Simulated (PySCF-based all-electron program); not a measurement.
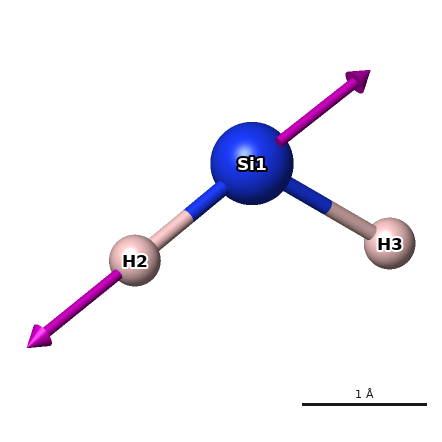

Arrows show the forces on the atoms, 0.3 Å of arrow for 1 eV/Å; forces under a tenth of the largest aren't drawn. State: neutral, triplet. Level of theory: PBE, all-electron, scalar-relativistic (spin-free Dirac), large uncontracted Gaussian sets (PySCF-based all-electron program).

### Along which bond is the force strongest?

Si1–H2, now 1.345 Å: the forces push its atoms apart, so a first step downhill lengthens it.

List the force components in the frame of the picture (x right, y up, z towards the viewer), in eV/Å.

```csv
atom,Fx,Fy,Fz
Si1,2.49,1.96,−1.42
H2,−2.48,−2.01,1.42
H3,0.00,0.05,0.01
```

The spin state was imposed, and no run here compares it with a lower spin, which may lie lower.
